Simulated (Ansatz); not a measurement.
**AsH₂ (doublet): B2PLYP, RPA-PBE over a scan of the scale of all distances, cc-pVDZ, part 1 of 2**

Aim: run AsH₂ (doublet) with these functionals over a scan of the scale of all distances, and hold them against the top wave-function level at the same points.

Computed with Ansatz 0.2.0, Gaussian basis. Level: cc-pVDZ, all electrons in the functionals, frozen cores in the correlation of double hybrids and RPA.

To be run: B2PLYP, RPA-PBE, at 0.896; 1.000; 1.133; 1.299; 1.496; 1.760; 1.999; 2.356.

22 further runs of the same task are left out: 4 for a known fault of the program, 12 that didn't finish, 6 set aside as unsound or not needed.

**1. The system**

The geometry derives from a PBE0/def2-TZVP stationary point (not a proven minimum). All distances are scaled together. No spin-orbit coupling is included. The filled d shell of As may be among the frozen orbitals whatever the setting's name suggests; the logs give the count.

3 atoms, charge 0, spin multiplicity 2.

Atoms are counted from 1 here; the program's logs count them from 0.

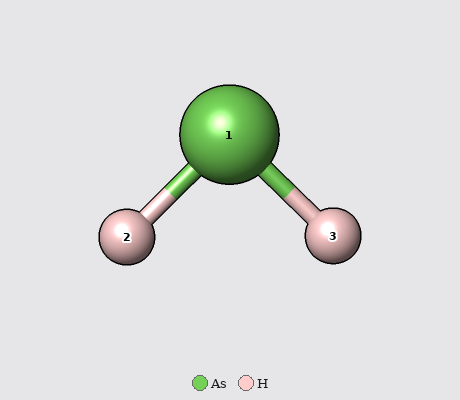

The geometry (arsenic green, hydrogen pink); atoms are numbered from 1 in the order of the file.

Geometry (Å):

```
As    0.00000   -0.02810    0.00000
H     0.00000    1.04450   -1.08590
H     0.00000    1.04449    1.08590
```

No dispersion term is added.

The geometry shown and the zero of energy belong to the point 1.000. The yardstick, FCI, and other wave-function levels (R restricted, U unrestricted, valence and pair active spaces) come from earlier runs.

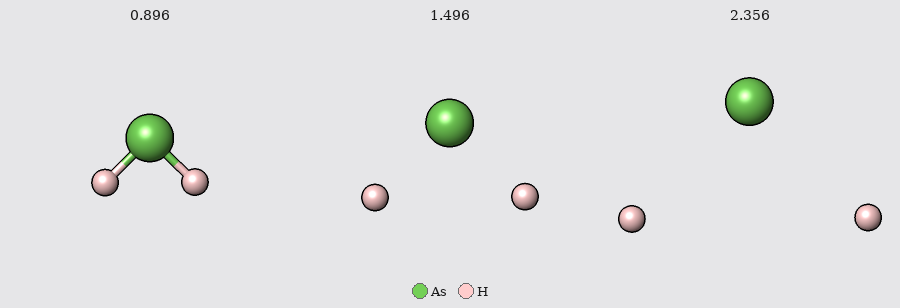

Three points of the scan; sticks are drawn by distance.

**2. B2PLYP, 0.896**

Contents of in.yaml:

```yaml
crystal:
  periodic: [false, false, false]
  atoms:
    - {symbol: As, position_ang: [0.000000, -0.025181, 0.000000]}
    - {symbol: H, position_ang: [0.000000, 0.935872, -0.972963]}
    - {symbol: H, position_ang: [0.000000, 0.935865, 0.972970]}
basis:
  gaussian: {orbitals: cc-pVDZ}
magnetization: {spin_polarized: true, initial_magnetization: 1}
hamiltonian: {xc: {name: B2PLYP}}
correlation: {electrons: outside_noble_gas}
```

Started as:

```sh
$ ansatz run in.yaml --threads 1 --pin off --events-out ev --progress --plain --max-ram 2393MiB
```

Log:

```text
Functional definition: B2PLYP
  name "B2PLYP"
  cite "Grimme, J. Chem. Phys. 124, 034108 (2006) doi:10.1063/1.2148954"
  cite "Becke, Phys. Rev. A 38, 3098 (1988) doi:10.1103/PhysRevA.38.3098"
  cite "Lee, Yang & Parr, Phys. Rev. B 37, 785 (1988) doi:10.1103/PhysRevB.37.785"
  parameter a = 0.53
  parameter c = 0.27
  exchange = (1 - a)*b88_x + a*exact_x
  correlation = (1 - c)*lyp_c + c*(mp2_os + mp2_ss)
415 factors; integrals over basis functions are off by at most 1.0e-3 eV
mean field evaluation 1: about -60858.8431 eV, gradient 3.5e0 eV
mean field evaluation 2: about -60858.8433 eV, gradient 3.5e0 eV
mean field evaluation 4: about -60858.9539 eV, gradient 3.4e-1 eV
mean field evaluation 8: about -60858.9547 eV, gradient 6.3e-3 eV
mean field -60858.95466746 eV, -2236.5253323481 hartree, gradient 5.5e-6 eV, S^2 0.754917; 0 other end points of the search recorded, 0 dependent functions left out
14 core orbitals not correlated: weight in the atoms' cores, before any rotation towards them, 0.999 or more for the frozen orbitals, at most 0.001 for the correlated occupied ones
reference -60858.95476320 eV, -2236.5253358666 hartree; 4, 3 occupied and 19, 20 virtual orbitals, 415 factors
second order -3.26928091 eV of doubles, -0.00000000 eV of singles
Total energy: -60859.83746905 eV, -2236.5577747082 hartree
```

Wall time 1.1 s (1 thread of Arm Neoverse V1, shared host).

From the report: ⟨S²⟩ of the determinant 0.755 (pure doublet: 0.75).

**3. B2PLYP, 1.000**

Contents of in.yaml:

```yaml
crystal:
  periodic: [false, false, false]
  atoms:
    - {symbol: As, position_ang: [0.000000, -0.028104, 0.000000]}
    - {symbol: H, position_ang: [0.000000, 1.044500, -1.085896]}
    - {symbol: H, position_ang: [0.000000, 1.044492, 1.085904]}
basis:
  gaussian: {orbitals: cc-pVDZ}
magnetization: {spin_polarized: true, initial_magnetization: 1}
hamiltonian: {xc: {name: B2PLYP}}
correlation: {electrons: outside_noble_gas}
```

The command is unchanged.

Log, cut to the lines that bear on the results:

```text
Functional definition: B2PLYP
  name "B2PLYP"
  cite "Grimme, J. Chem. Phys. 124, 034108 (2006) doi:10.1063/1.2148954"
  cite "Becke, Phys. Rev. A 38, 3098 (1988) doi:10.1103/PhysRevA.38.3098"
  cite "Lee, Yang & Parr, Phys. Rev. B 37, 785 (1988) doi:10.1103/PhysRevB.37.785"
[...]
417 factors; integrals over basis functions are off by at most 7.0e-4 eV
[...]
mean field -60859.54998892 eV, -2236.5472100083 hartree, gradient 2.1e-6 eV, S^2 0.755343; 0 other end points of the search recorded, 0 dependent functions left out
14 core orbitals not correlated: weight in the atoms' cores, before any rotation towards them, 1.000 or more for the frozen orbitals, at most 0.000 for the correlated occupied ones
reference -60859.55008850 eV, -2236.5472136676 hartree; 4, 3 occupied and 19, 20 virtual orbitals, 417 factors
second order -3.34759137 eV of doubles, -0.00000000 eV of singles
Total energy: -60860.45393817 eV, -2236.5804295303 hartree
```

Run time: 1 s. Hardware: 1 thread of Arm Neoverse V1, shared host.

From the report: ⟨S²⟩ of the determinant 0.755 (pure doublet: 0.75).

**4. B2PLYP, 1.133**

Contents of in.yaml:

```yaml
crystal:
  periodic: [false, false, false]
  atoms:
    - {symbol: As, position_ang: [0.000000, -0.031842, 0.000000]}
    - {symbol: H, position_ang: [0.000000, 1.183419, -1.230321]}
    - {symbol: H, position_ang: [0.000000, 1.183410, 1.230329]}
basis:
  gaussian: {orbitals: cc-pVDZ}
magnetization: {spin_polarized: true, initial_magnetization: 1}
hamiltonian: {xc: {name: B2PLYP}}
correlation: {electrons: outside_noble_gas}
```

Same command.

Log, cut to the lines that bear on the results:

```text
Functional definition: B2PLYP
  name "B2PLYP"
  cite "Grimme, J. Chem. Phys. 124, 034108 (2006) doi:10.1063/1.2148954"
  cite "Becke, Phys. Rev. A 38, 3098 (1988) doi:10.1103/PhysRevA.38.3098"
  cite "Lee, Yang & Parr, Phys. Rev. B 37, 785 (1988) doi:10.1103/PhysRevB.37.785"
[...]
417 factors; integrals over basis functions are off by at most 8.6e-4 eV
[...]
mean field -60858.98968925 eV, -2236.5266193753 hartree, gradient 5.9e-6 eV, S^2 0.757156; 0 other end points of the search recorded, 0 dependent functions left out
14 core orbitals not correlated: weight in the atoms' cores, before any rotation towards them, 1.000 or more for the frozen orbitals, at most 0.000 for the correlated occupied ones
reference -60858.98979614 eV, -2236.5266233031 hartree; 4, 3 occupied and 19, 20 virtual orbitals, 417 factors
second order -3.49138516 eV of doubles, -0.00000000 eV of singles
Total energy: -60859.93247013 eV, -2236.5612659334 hartree
```

Run time: 1 s. Hardware: 1 thread of Arm Neoverse V1, shared host.

From the report: ⟨S²⟩ of the determinant 0.757 (pure doublet: 0.75).

From 1.000: +12.0 kcal/mol.

**5. B2PLYP, 1.299**

Contents of in.yaml:

```yaml
crystal:
  periodic: [false, false, false]
  atoms:
    - {symbol: As, position_ang: [0.000000, -0.036507, 0.000000]}
    - {symbol: H, position_ang: [0.000000, 1.356806, -1.410579]}
    - {symbol: H, position_ang: [0.000000, 1.356796, 1.410589]}
basis:
  gaussian: {orbitals: cc-pVDZ}
magnetization: {spin_polarized: true, initial_magnetization: 1}
hamiltonian: {xc: {name: B2PLYP}}
correlation: {electrons: outside_noble_gas}
```

Launched as before.

Log, cut to the lines that bear on the results:

```text
Functional definition: B2PLYP
  name "B2PLYP"
  cite "Grimme, J. Chem. Phys. 124, 034108 (2006) doi:10.1063/1.2148954"
  cite "Becke, Phys. Rev. A 38, 3098 (1988) doi:10.1103/PhysRevA.38.3098"
  cite "Lee, Yang & Parr, Phys. Rev. B 37, 785 (1988) doi:10.1103/PhysRevB.37.785"
[...]
421 factors; integrals over basis functions are off by at most 4.8e-4 eV
[...]
mean field -60857.50110961 eV, -2236.4719150824 hartree, gradient 6.6e-6 eV, S^2 0.781376; 4 other end points of the search recorded, 0 dependent functions left out
14 core orbitals not correlated: weight in the atoms' cores, before any rotation towards them, 1.000 or more for the frozen orbitals, at most 0.000 for the correlated occupied ones
reference -60857.50122597 eV, -2236.4719193584 hartree; 4, 3 occupied and 19, 20 virtual orbitals, 421 factors
second order -3.73062790 eV of doubles, -0.00000000 eV of singles
Total energy: -60858.50849550 eV, -2236.5089358309 hartree
```

It took 1.7 s on 1 thread of Arm Neoverse V1, shared host.

From the report: ⟨S²⟩ of the determinant 0.781 (pure doublet: 0.75).

From 1.000: +44.9 kcal/mol.

**6. B2PLYP, 1.496**

Contents of in.yaml:

```yaml
crystal:
  periodic: [false, false, false]
  atoms:
    - {symbol: As, position_ang: [0.000000, -0.042043, 0.000000]}
    - {symbol: H, position_ang: [0.000000, 1.562572, -1.624501]}
    - {symbol: H, position_ang: [0.000000, 1.562561, 1.624512]}
basis:
  gaussian: {orbitals: cc-pVDZ}
magnetization: {spin_polarized: true, initial_magnetization: 1}
hamiltonian: {xc: {name: B2PLYP}}
correlation: {electrons: outside_noble_gas}
```

Launched as before.

Log, cut to the lines that bear on the results:

```text
Functional definition: B2PLYP
  name "B2PLYP"
  cite "Grimme, J. Chem. Phys. 124, 034108 (2006) doi:10.1063/1.2148954"
  cite "Becke, Phys. Rev. A 38, 3098 (1988) doi:10.1103/PhysRevA.38.3098"
  cite "Lee, Yang & Parr, Phys. Rev. B 37, 785 (1988) doi:10.1103/PhysRevB.37.785"
[...]
416 factors; integrals over basis functions are off by at most 1.2e-3 eV
[...]
mean field -60855.79039127 eV, -2236.4090473428 hartree, gradient 1.6e-6 eV, S^2 1.432527; 4 other end points of the search recorded, 0 dependent functions left out
14 core orbitals not correlated: weight in the atoms' cores, before any rotation towards them, 1.000 or more for the frozen orbitals, at most 0.000 for the correlated occupied ones
reference -60855.79051747 eV, -2236.4090519806 hartree; 4, 3 occupied and 19, 20 virtual orbitals, 416 factors
second order -3.07296329 eV of doubles, -0.00000000 eV of singles
Total energy: -60856.62021755 eV, -2236.4395428964 hartree
```

Wall time 3.9 s (1 thread of Arm Neoverse V1, shared host).

From the report: ⟨S²⟩ of the determinant 1.433 (pure doublet: 0.75). The determinant is far from a pure spin state, so its energy mixes those of several spin states (harmless only where they are near-degenerate, as at dissociation).

From 1.000: +88.4 kcal/mol.

**7. B2PLYP, 1.760**

Contents of in.yaml:

```yaml
crystal:
  periodic: [false, false, false]
  atoms:
    - {symbol: As, position_ang: [0.000000, -0.049463, 0.000000]}
    - {symbol: H, position_ang: [0.000000, 1.838320, -1.911178]}
    - {symbol: H, position_ang: [0.000000, 1.838307, 1.911190]}
basis:
  gaussian: {orbitals: cc-pVDZ}
magnetization: {spin_polarized: true, initial_magnetization: 1}
hamiltonian: {xc: {name: B2PLYP}}
correlation: {electrons: outside_noble_gas}
```

Launched as before.

Log, cut to the lines that bear on the results:

```text
Functional definition: B2PLYP
  name "B2PLYP"
  cite "Grimme, J. Chem. Phys. 124, 034108 (2006) doi:10.1063/1.2148954"
  cite "Becke, Phys. Rev. A 38, 3098 (1988) doi:10.1103/PhysRevA.38.3098"
  cite "Lee, Yang & Parr, Phys. Rev. B 37, 785 (1988) doi:10.1103/PhysRevB.37.785"
[...]
417 factors; integrals over basis functions are off by at most 5.0e-4 eV
[...]
mean field -60854.71061727 eV, -2236.3693663803 hartree, gradient 1.8e-6 eV, S^2 2.265759; 6 other end points of the search recorded, 0 dependent functions left out
14 core orbitals not correlated: weight in the atoms' cores, before any rotation towards them, 1.000 or more for the frozen orbitals, at most 0.000 for the correlated occupied ones
reference -60854.71075647 eV, -2236.3693714959 hartree; 4, 3 occupied and 19, 20 virtual orbitals, 417 factors
second order -2.17766143 eV of doubles, -0.00000000 eV of singles
Total energy: -60855.29872506 eV, -2236.3909789429 hartree
```

Run time: 5.5 s. Hardware: 1 thread of Arm Neoverse V1, shared host.

From the report: ⟨S²⟩ of the determinant 2.266 (pure doublet: 0.75). The determinant is far from a pure spin state, so its energy mixes those of several spin states (harmless only where they are near-degenerate, as at dissociation).

From 1.000: +118.9 kcal/mol.

**8. B2PLYP, 1.999**

Contents of in.yaml:

```yaml
crystal:
  periodic: [false, false, false]
  atoms:
    - {symbol: As, position_ang: [0.000000, -0.056179, 0.000000]}
    - {symbol: H, position_ang: [0.000000, 2.087956, -2.170707]}
    - {symbol: H, position_ang: [0.000000, 2.087940, 2.170721]}
basis:
  gaussian: {orbitals: cc-pVDZ}
magnetization: {spin_polarized: true, initial_magnetization: 1}
hamiltonian: {xc: {name: B2PLYP}}
correlation: {electrons: outside_noble_gas}
```

Same command.

Log, cut to the lines that bear on the results:

```text
Functional definition: B2PLYP
  name "B2PLYP"
  cite "Grimme, J. Chem. Phys. 124, 034108 (2006) doi:10.1063/1.2148954"
  cite "Becke, Phys. Rev. A 38, 3098 (1988) doi:10.1103/PhysRevA.38.3098"
  cite "Lee, Yang & Parr, Phys. Rev. B 37, 785 (1988) doi:10.1103/PhysRevB.37.785"
[...]
419 factors; integrals over basis functions are off by at most 2.2e-4 eV
[...]
mean field -60854.34776069 eV, -2236.3560316470 hartree, gradient 2.1e-6 eV, S^2 2.564229; 7 other end points of the search recorded, 0 dependent functions left out
14 core orbitals not correlated: weight in the atoms' cores, before any rotation towards them, 1.000 or more for the frozen orbitals, at most 0.000 for the correlated occupied ones
reference -60854.34790877 eV, -2236.3560370889 hartree; 4, 3 occupied and 19, 20 virtual orbitals, 419 factors
second order -1.94177759 eV of doubles, -0.00000000 eV of singles
Total energy: -60854.87218872 eV, -2236.3753040216 hartree
```

Run time: 8 s. Hardware: 1 thread of Arm Neoverse V1, shared host.

From the report: ⟨S²⟩ of the determinant 2.564 (pure doublet: 0.75). The determinant is far from a pure spin state, so its energy mixes those of several spin states (harmless only where they are near-degenerate, as at dissociation).

From 1.000: +128.7 kcal/mol.

**9. B2PLYP, 2.356**

Contents of in.yaml:

```yaml
crystal:
  periodic: [false, false, false]
  atoms:
    - {symbol: As, position_ang: [0.000000, -0.066212, 0.000000]}
    - {symbol: H, position_ang: [0.000000, 2.460842, -2.558372]}
    - {symbol: H, position_ang: [0.000000, 2.460824, 2.558389]}
basis:
  gaussian: {orbitals: cc-pVDZ}
magnetization: {spin_polarized: true, initial_magnetization: 1}
hamiltonian: {xc: {name: B2PLYP}}
correlation: {electrons: outside_noble_gas}
```

Launched as before.

Log, cut to the lines that bear on the results:

```text
Functional definition: B2PLYP
  name "B2PLYP"
  cite "Grimme, J. Chem. Phys. 124, 034108 (2006) doi:10.1063/1.2148954"
  cite "Becke, Phys. Rev. A 38, 3098 (1988) doi:10.1103/PhysRevA.38.3098"
  cite "Lee, Yang & Parr, Phys. Rev. B 37, 785 (1988) doi:10.1103/PhysRevB.37.785"
[...]
419 factors; integrals over basis functions are off by at most 2.2e-4 eV
[...]
mean field -60854.16178166 eV, -2236.3491970437 hartree, gradient 3.1e-6 eV, S^2 2.707111; 4 other end points of the search recorded, 0 dependent functions left out
14 core orbitals not correlated: weight in the atoms' cores, before any rotation towards them, 1.000 or more for the frozen orbitals, at most 0.000 for the correlated occupied ones
reference -60854.16194208 eV, -2236.3492029389 hartree; 4, 3 occupied and 19, 20 virtual orbitals, 419 factors
second order -1.85358733 eV of doubles, -0.00000000 eV of singles
Total energy: -60854.66241066 eV, -2236.3675948199 hartree
```

Wall time 4.7 s (1 thread of Arm Neoverse V1, shared host).

From the report: ⟨S²⟩ of the determinant 2.707 (pure doublet: 0.75). The determinant is far from a pure spin state, so its energy mixes those of several spin states (harmless only where they are near-degenerate, as at dissociation).

From 1.000: +133.6 kcal/mol.

**10. RPA-PBE, 0.896**

Contents of in.yaml:

```yaml
crystal:
  periodic: [false, false, false]
  atoms:
    - {symbol: As, position_ang: [0.000000, -0.025181, 0.000000]}
    - {symbol: H, position_ang: [0.000000, 0.935872, -0.972963]}
    - {symbol: H, position_ang: [0.000000, 0.935865, 0.972970]}
basis:
  gaussian: {orbitals: cc-pVDZ}
magnetization: {spin_polarized: true, initial_magnetization: 1}
hamiltonian: {xc: {name: PBE}}
correlation: {method: rpa, electrons: outside_noble_gas}
```

The command is unchanged.

Log:

```text
Functional definition: PBE
  name "PBE"
  cite "Perdew, Burke & Ernzerhof, Phys. Rev. Lett. 77, 3865 (1996) doi:10.1103/PhysRevLett.77.3865"
  parent pbe
  parameter kappa = 0.804
  parameter beta = 0.06672455060314922
  exchange = pbe_x(kappa = kappa, mu = beta*pi^2/3)
  correlation = pbe_c(beta = beta)
415 factors; integrals over basis functions are off by at most 1.0e-3 eV
mean field evaluation 1: about -60861.5357 eV, gradient 7.5e0 eV
mean field evaluation 2: about -60861.5326 eV, gradient 7.5e0 eV
mean field evaluation 4: about -60861.9808 eV, gradient 8.7e-1 eV
mean field evaluation 8: about -60861.9865 eV, gradient 3.6e-3 eV
mean field -60861.98645022 eV, -2236.6367483093 hartree, gradient 1.5e-6 eV, S^2 0.752408; 0 other end points of the search recorded, 0 dependent functions left out
14 core orbitals not correlated: weight in the atoms' cores, before any rotation towards them, 0.999 or more for the frozen orbitals, at most 0.001 for the correlated occupied ones
reference -60824.94183910 eV, -2235.2753839604 hartree; 4, 3 occupied and 19, 20 virtual orbitals, 415 factors
Total energy: -60830.33425592 eV, -2235.4735516234 hartree
```

Wall time 0.96 s (1 thread of Arm Neoverse V1, shared host).

From the report: ⟨S²⟩ of the determinant 0.752 (pure doublet: 0.75).

**11. RPA-PBE, 1.000**

Contents of in.yaml:

```yaml
crystal:
  periodic: [false, false, false]
  atoms:
    - {symbol: As, position_ang: [0.000000, -0.028104, 0.000000]}
    - {symbol: H, position_ang: [0.000000, 1.044500, -1.085896]}
    - {symbol: H, position_ang: [0.000000, 1.044492, 1.085904]}
basis:
  gaussian: {orbitals: cc-pVDZ}
magnetization: {spin_polarized: true, initial_magnetization: 1}
hamiltonian: {xc: {name: PBE}}
correlation: {method: rpa, electrons: outside_noble_gas}
```

Same command.

Log:

```text
Functional definition: PBE
  name "PBE"
  cite "Perdew, Burke & Ernzerhof, Phys. Rev. Lett. 77, 3865 (1996) doi:10.1103/PhysRevLett.77.3865"
  parent pbe
  parameter kappa = 0.804
  parameter beta = 0.06672455060314922
  exchange = pbe_x(kappa = kappa, mu = beta*pi^2/3)
  correlation = pbe_c(beta = beta)
417 factors; integrals over basis functions are off by at most 7.0e-4 eV
mean field evaluation 1: about -60862.3659 eV, gradient 6.2e0 eV
mean field evaluation 2: about -60862.3632 eV, gradient 6.2e0 eV
mean field evaluation 4: about -60862.6745 eV, gradient 1.2e0 eV
mean field evaluation 8: about -60862.6865 eV, gradient 5.1e-3 eV
mean field -60862.68653248 eV, -2236.6624758578 hartree, gradient 2.1e-6 eV, S^2 0.752809; 0 other end points of the search recorded, 0 dependent functions left out
14 core orbitals not correlated: weight in the atoms' cores, before any rotation towards them, 0.999 or more for the frozen orbitals, at most 0.000 for the correlated occupied ones
reference -60825.47374483 eV, -2235.2949311354 hartree; 4, 3 occupied and 19, 20 virtual orbitals, 417 factors
Total energy: -60831.01231441 eV, -2235.4984698135 hartree
```

It took 0.91 s on 1 thread of Arm Neoverse V1, shared host.

From the report: ⟨S²⟩ of the determinant 0.753 (pure doublet: 0.75).

**12. RPA-PBE, 1.133**

Contents of in.yaml:

```yaml
crystal:
  periodic: [false, false, false]
  atoms:
    - {symbol: As, position_ang: [0.000000, -0.031842, 0.000000]}
    - {symbol: H, position_ang: [0.000000, 1.183419, -1.230321]}
    - {symbol: H, position_ang: [0.000000, 1.183410, 1.230329]}
basis:
  gaussian: {orbitals: cc-pVDZ}
magnetization: {spin_polarized: true, initial_magnetization: 1}
hamiltonian: {xc: {name: PBE}}
correlation: {method: rpa, electrons: outside_noble_gas}
```

The command is unchanged.

Log, cut to the lines that bear on the results:

```text
Functional definition: PBE
  name "PBE"
  cite "Perdew, Burke & Ernzerhof, Phys. Rev. Lett. 77, 3865 (1996) doi:10.1103/PhysRevLett.77.3865"
  parent pbe
[...]
417 factors; integrals over basis functions are off by at most 8.6e-4 eV
[...]
mean field -60862.28854638 eV, -2236.6478501387 hartree, gradient 2.4e-6 eV, S^2 0.754067; 0 other end points of the search recorded, 0 dependent functions left out
14 core orbitals not correlated: weight in the atoms' cores, before any rotation towards them, 1.000 or more for the frozen orbitals, at most 0.000 for the correlated occupied ones
reference -60824.78443201 eV, -2235.2695993568 hartree; 4, 3 occupied and 19, 20 virtual orbitals, 417 factors
Total energy: -60830.55712297 eV, -2235.4817418365 hartree
```

Run time: 0.96 s. Hardware: 1 thread of Arm Neoverse V1, shared host.

From the report: ⟨S²⟩ of the determinant 0.754 (pure doublet: 0.75).

From 1.000: +10.5 kcal/mol.

**13. RPA-PBE, 1.299**

Contents of in.yaml:

```yaml
crystal:
  periodic: [false, false, false]
  atoms:
    - {symbol: As, position_ang: [0.000000, -0.036507, 0.000000]}
    - {symbol: H, position_ang: [0.000000, 1.356806, -1.410579]}
    - {symbol: H, position_ang: [0.000000, 1.356796, 1.410589]}
basis:
  gaussian: {orbitals: cc-pVDZ}
magnetization: {spin_polarized: true, initial_magnetization: 1}
hamiltonian: {xc: {name: PBE}}
correlation: {method: rpa, electrons: outside_noble_gas}
```

Same command.

Log, cut to the lines that bear on the results:

```text
Functional definition: PBE
  name "PBE"
  cite "Perdew, Burke & Ernzerhof, Phys. Rev. Lett. 77, 3865 (1996) doi:10.1103/PhysRevLett.77.3865"
  parent pbe
[...]
421 factors; integrals over basis functions are off by at most 4.8e-4 eV
[...]
mean field -60861.01658233 eV, -2236.6011063221 hartree, gradient 1.1e-6 eV, S^2 0.759732; 0 other end points of the search recorded, 0 dependent functions left out
14 core orbitals not correlated: weight in the atoms' cores, before any rotation towards them, 1.000 or more for the frozen orbitals, at most 0.000 for the correlated occupied ones
reference -60823.09486293 eV, -2235.2075088383 hartree; 4, 3 occupied and 19, 20 virtual orbitals, 421 factors
Total energy: -60829.23313631 eV, -2235.4330862243 hartree
```

It took 1.1 s on 1 thread of Arm Neoverse V1, shared host.

From the report: ⟨S²⟩ of the determinant 0.760 (pure doublet: 0.75).

From 1.000: +41.0 kcal/mol.

(Continued in part 2 of 2.)
